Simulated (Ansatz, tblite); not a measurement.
**AlH2(SiH3) (AlSiH5): charged states by level of theory**

Aim: the energy of removing an electron for AlH2(SiH3) (AlSiH5), by energy differences, and how well orbital energies stand in for it.

Program: Ansatz 0.2.0, Gaussian basis. Level of theory: as each input shows. These are calculated values, not measurements.

The runs, in order: charge +1 doublet, at the geometry of the singlet (PBE0-D4/def2-TZVP, PBE-D4/def2-TZVP, r2SCAN-D4/def2-TZVP, CCSD(T)/def2-TZVPP); the starting singlet's energies come from earlier runs.

1 further run of the same task is left out (for a known fault of the program). Runs told in other sessions of the task aren't counted.

## 1. The geometry

The geometry is that of the singlet, from an earlier relaxation (r2SCAN-D4/def2-TZVP).

7 atoms, charge 0, spin multiplicity 1.

Atoms are counted from 1 here; the program's logs count them from 0.

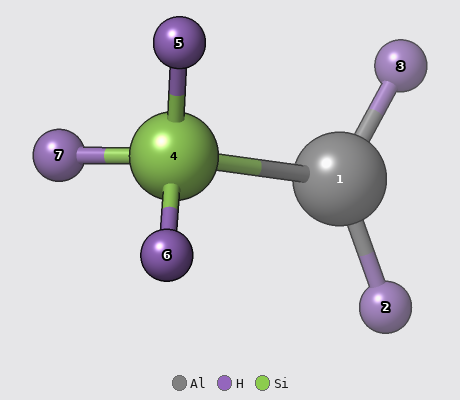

The geometry (aluminium grey, hydrogen purple, silicon green); atoms are numbered from 1 in the order of the file.

## 2. Charge +1 doublet at the fixed geometry, PBE0-D4/def2-TZVP

The input, in.yaml:

```yaml
crystal:
  periodic: [false, false, false]
  atoms:
    - {symbol: Al, position_ang: [0.701765, 1.222625, 0.012746]}
    - {symbol: H, position_ang: [2.289099, 1.240444, 0.033368]}
    - {symbol: H, position_ang: [-0.078931, 2.603773, -0.044365]}
    - {symbol: Si, position_ang: [-0.522581, -0.907337, 0.018856]}
    - {symbol: H, position_ang: [-1.870649, -0.797797, 0.643522]}
    - {symbol: H, position_ang: [0.214912, -1.994435, 0.721667]}
    - {symbol: H, position_ang: [-0.733616, -1.367262, -1.385793]}
basis:
  gaussian: {orbitals: def2-TZVP}
total_charge: 1
magnetization: {spin_polarized: true, initial_magnetization: 1}
hamiltonian: {xc: pbe0, dispersion: d4}
output: {orbitals: {seedname: orbitals}}
```

Run with:

```
ansatz run in.yaml --threads 4 --pin off --events-out ev --progress --plain --max-ram 3916MiB
```

The log of the run:

```text
Functional definition: PBE0
  name "PBE0"
  cite "Adamo & Barone, J. Chem. Phys. 110, 6158 (1999) doi:10.1063/1.478522"
  cite "Perdew, Burke & Ernzerhof, Phys. Rev. Lett. 77, 3865 (1996) doi:10.1103/PhysRevLett.77.3865"
  parent pbe
  parameter a = 0.25
  parameter kappa = 0.804
  parameter beta = 0.06672455060314922
  exchange = (1 - a)*pbe_x(kappa = kappa, mu = beta*pi^2/3) + a*exact_x
  correlation = pbe_c(beta = beta)
767 factors; their error is unknown
mean field evaluation 1: about -14538.2851 eV, gradient 1.1e1 eV
mean field evaluation 2: about -14538.9286 eV, gradient 6.4e0 eV
mean field evaluation 4: about -14539.1917 eV, gradient 2.7e-1 eV
mean field evaluation 8: about -14539.2376 eV, gradient 5.9e-2 eV
mean field evaluation 16: about -14539.2376 eV, gradient 6.2e-5 eV
mean field -14539.23759343 eV, -534.3071265093 hartree, gradient 6.2e-5 eV, S^2 0.755702; 2 other end points of the search recorded, 0 dependent functions left out
reference -14539.23763026 eV, -534.3071278629 hartree; 16, 15 occupied and 88, 89 virtual orbitals, 767 factors
Total energy: -14539.30213298 eV, -534.3094982941 hartree
```

Wall time 0.9 s (4 threads of AMD EPYC 9B14, shared host).

From the report: HOMO -14.11 eV, LUMO -11.72 eV (over both spins); ⟨S²⟩ 0.756 (pure: 0.75).

## 3. Charge +1 doublet at the fixed geometry, PBE-D4/def2-TZVP

start.molden holds the orbitals of an earlier run on this state, given as this run's starting guess.

in.yaml: that of step 2 with these lines changed.

```diff
@@ -11,6 +11,7 @@
 basis:
-  gaussian: {orbitals: def2-TZVP}
+  gaussian: {orbitals: def2-TZVP, initial_orbitals: start.molden}
 total_charge: 1
 magnetization: {spin_polarized: true, initial_magnetization: 1}
-hamiltonian: {xc: pbe0, dispersion: d4}
+hamiltonian: {xc: pbe, dispersion: d4}
+scf: {omitted_lower_state_checks: [starts]}
 output: {orbitals: {seedname: orbitals}}
```

Same command.

The log of the run:

```text
Functional definition: PBE
  name "PBE"
  cite "Perdew, Burke & Ernzerhof, Phys. Rev. Lett. 77, 3865 (1996) doi:10.1103/PhysRevLett.77.3865"
  parent pbe
  parameter kappa = 0.804
  parameter beta = 0.06672455060314922
  exchange = pbe_x(kappa = kappa, mu = beta*pi^2/3)
  correlation = pbe_c(beta = beta)
these checks for a lower state are left out or cut short: starts
731 factors; their error is unknown
mean field evaluation 1: about -14537.7436 eV, gradient 6.2e0 eV
mean field evaluation 2: about -14537.8160 eV, gradient 1.1e-1 eV
mean field evaluation 4: about -14537.8065 eV, gradient 6.8e-4 eV
mean field -14537.80653740 eV, -534.2545361703 hartree, gradient 2.5e-5 eV, S^2 0.753181; 0 other end points of the search recorded, 0 dependent functions left out
reference -14537.80658648 eV, -534.2545379738 hartree; 16, 15 occupied and 88, 89 virtual orbitals, 731 factors
Total energy: -14537.88272123 eV, -534.2573358745 hartree
Checks for a lower state left out: starts
```

It took 0.65 s on 4 threads of AMD EPYC 9B14, shared host.

HOMO -13.02 eV, LUMO -12.46 eV (over both spins); ⟨S²⟩ 0.753 (pure: 0.75).

## 4. Charge +1 doublet at the fixed geometry, r2SCAN-D4/def2-TZVP

in.yaml: that of step 3 with these lines changed.

```diff
@@ -14,3 +14,3 @@
 magnetization: {spin_polarized: true, initial_magnetization: 1}
-hamiltonian: {xc: pbe, dispersion: d4}
+hamiltonian: {xc: r2scan, dispersion: d4}
 scf: {omitted_lower_state_checks: [starts]}
```

The command is unchanged.

The log of the run:

```text
Functional definition: r2SCAN
  name "r2SCAN"
  cite "Furness, Kaplan, Ning, Perdew & Sun, J. Phys. Chem. Lett. 11, 8208 (2020) doi:10.1021/acs.jpclett.0c02405"
  cite "Furness, Kaplan, Ning, Perdew & Sun, J. Phys. Chem. Lett. 11, 9248 (2020) doi:10.1021/acs.jpclett.0c03077"
  parent r2scan
  parameter k0 = 0.174
  parameter k1 = 0.065
  parameter a1 = 4.9479
  exchange = r2scan_x(k0 = k0, k1 = k1, a1 = a1)
  correlation = r2scan_c
these checks for a lower state are left out or cut short: starts
731 factors; their error is unknown
mean field evaluation 1: about -14544.2618 eV, gradient 4.1e0 eV
mean field evaluation 2: about -14544.2867 eV, gradient 4.0e-2 eV
mean field evaluation 4: about -14544.2768 eV, gradient 1.1e-4 eV
mean field -14544.27683608 eV, -534.4923152609 hartree, gradient 1.8e-5 eV, S^2 0.757747; 0 other end points of the search recorded, 0 dependent functions left out
reference -14544.27685451 eV, -534.4923159384 hartree; 16, 15 occupied and 88, 89 virtual orbitals, 731 factors
Total energy: -14544.29391678 eV, -534.4929429650 hartree
Checks for a lower state left out: starts
```

Wall time 1.3 s (4 threads of AMD EPYC 9B14, shared host).

Report: HOMO -13.25 eV, LUMO -12.28 eV (over both spins); ⟨S²⟩ 0.758 (pure: 0.75).

## 5. Charge +1 doublet at the fixed geometry, CCSD(T)/def2-TZVPP

in.yaml: that of step 4 with these lines changed.

```diff
@@ -11,7 +11,7 @@
 basis:
-  gaussian: {orbitals: def2-TZVP, initial_orbitals: start.molden}
+  gaussian: {orbitals: def2-TZVPP, initial_orbitals: start.molden}
 total_charge: 1
 magnetization: {spin_polarized: true, initial_magnetization: 1}
-hamiltonian: {xc: r2scan, dispersion: d4}
-scf: {omitted_lower_state_checks: [starts]}
+correlation: {method: ccsd_t}
+scf: {omitted_lower_state_checks: [starts, cluster_reference]}
 output: {orbitals: {seedname: orbitals}}
```

Same command.

The log of the run:

```text
Functional definition: HF
  name "HF"
  cite "Fock, Z. Phys. 61, 126 (1930) doi:10.1007/BF01340294"
  parent pbe
  exchange = exact_x
  correlation = 0
these checks for a lower state are left out or cut short: starts, cluster_reference
872 factors; integrals over basis functions are off by at most 1.8e-3 eV
mean field evaluation 1: about -14514.4208 eV, gradient 1.8e1 eV
mean field evaluation 2: about -14515.0297 eV, gradient 8.1e-1 eV
mean field evaluation 4: about -14515.0469 eV, gradient 7.1e-2 eV
mean field evaluation 8: about -14515.0469 eV, gradient 2.6e-6 eV
mean field -14515.04686965 eV, -533.4181338074 hartree, gradient 2.6e-6 eV, S^2 0.764176; 0 other end points of the search recorded, 0 dependent functions left out
10 core orbitals not correlated: weight in the atoms' cores, before any rotation towards them, 1.000 or more for the frozen orbitals, at most 0.000 for the correlated occupied ones
reference -14515.04686965 eV, -533.4181338074 hartree; 6, 5 occupied and 138, 139 virtual orbitals, 872 factors
second order -5.06958756 eV of doubles, -0.00000000 eV of singles
cycle   1  -5.90495578 eV  change   -8.4e-1 eV  update   7.8e-2
cycle   2  -6.28285383 eV  change   -3.8e-1 eV  update   3.2e-2
cycle   3  -6.30306546 eV  change   -2.0e-2 eV  update   1.1e-2
cycle   4  -6.29983352 eV  change    3.2e-3 eV  update   4.6e-3
cycle   5  -6.29985000 eV  change   -1.6e-5 eV  update   2.2e-3
cycle   6  -6.30010839 eV  change   -2.6e-4 eV  update   9.0e-4
cycle   7  -6.30042808 eV  change   -3.2e-4 eV  update   4.0e-4
cycle   8  -6.30057039 eV  change   -1.4e-4 eV  update   1.4e-4
cycle   9  -6.30051635 eV  change    5.4e-5 eV  update   5.3e-5
cycle  10  -6.30049900 eV  change    1.7e-5 eV  update   2.2e-5
cycle  11  -6.30050174 eV  change   -2.7e-6 eV  update   9.7e-6
perturbative correction -0.16479823 eV, -0.0060562234 hartree
Total energy: -14521.51216962 eV, -533.6557291990 hartree
Checks for a lower state left out: starts, cluster_reference
```

Wall time 8 s (4 threads of AMD EPYC 9B14, shared host); peak memory 2.1 GiB.

Hartree-Fock HOMO -16.85 eV, LUMO -8.05 eV (over both spins); ⟨S²⟩ 0.764 (pure: 0.75); T1 0.019.

## 6. Vertical ionisation energy

Charged state less starting state, singlet to doublet; the starting state's energies are those of its earlier runs.

Differences are taken before rounding.

```
             method  vertical ionisation energy (eV)  from CCSD(T)/def2-TZVPP (eV)   time
      HF/def2-TZVPP                             9.06                         -0.80       
   PBE-D4/def2-TZVP                             9.55                         -0.30    1 s
r2SCAN-D4/def2-TZVP                             9.63                         -0.22    2 s
  PBE0-D4/def2-TZVP                             9.71                         -0.14  1.5 s
     MP2/def2-TZVPP                             9.83                         -0.02       
    CCSD/def2-TZVPP                             9.83                         -0.03       
 CCSD(T)/def2-TZVPP                             9.85                             0   11 s
```

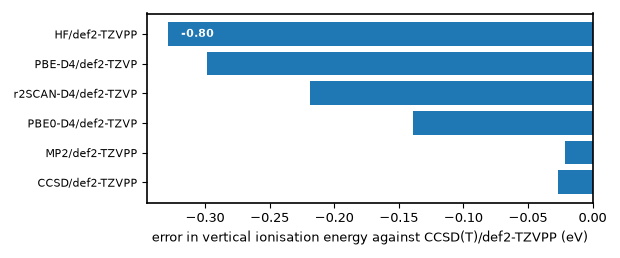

How far each level lands from CCSD(T)/def2-TZVPP. Bars with a number in them are cut short.

Times add the two runs; a level without a time comes out of a correlated run.

Beside −ε(HOMO) of the starting state:

```
              level  −ε(HOMO) (eV)  by difference (eV)  mismatch (eV)
   PBE-D4/def2-TZVP           6.55                9.55          -3.00
r2SCAN-D4/def2-TZVP           6.80                9.63          -2.84
  PBE0-D4/def2-TZVP           7.62                9.71          -2.09
```

## 7. Outcome

```
                                            quantity                               value
vertical ionisation energy, functionals in def2-TZVP  9.55 (PBE-D4) to 9.71 eV (PBE0-D4)
      vertical ionisation energy, CCSD(T)/def2-TZVPP                             9.85 eV
```

What this shows: The vertical ionisation energy spans 9.55 to 9.71 eV over the functionals, beside 9.85 eV from CCSD(T)/def2-TZVPP. −ε(HOMO) misses the level's own difference by -2.09 eV at best (PBE0-D4) and -3.00 eV at worst (PBE-D4). The reference is CCSD(T) in one finite basis, so it carries an error of its own, often a tenth of an eV or more, and near misses can't be ranked.
